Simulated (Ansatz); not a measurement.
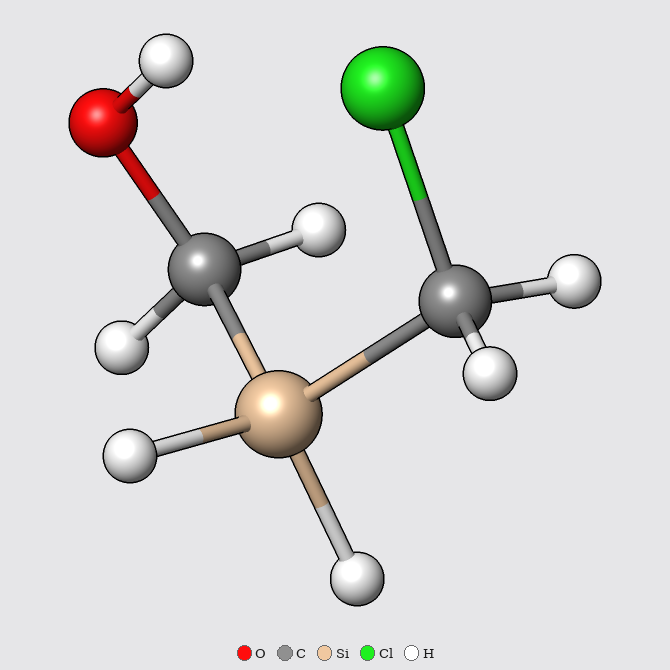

Sticks follow a distance rule. Harmonic vibrations computed with RKS PBE0-D4/def2-TZVP (Ansatz 0.2.0) at a stationary point of the same level.

> Is this a minimum or a saddle point?

A minimum: no imaginary frequency, and the lowest mode lies at 66 cm⁻¹.

> List the wavenumbers.

30 modes: 66, 115, 156, 202, 282, 393, 517, 596, 616, 661, 770, 793, 816, 884, 928, 1082, 1127, 1180, 1199, 1291, 1402, 1432, 1463, 2202, 2240, 2983, 3080, 3090, 3153, 3817 cm⁻¹.
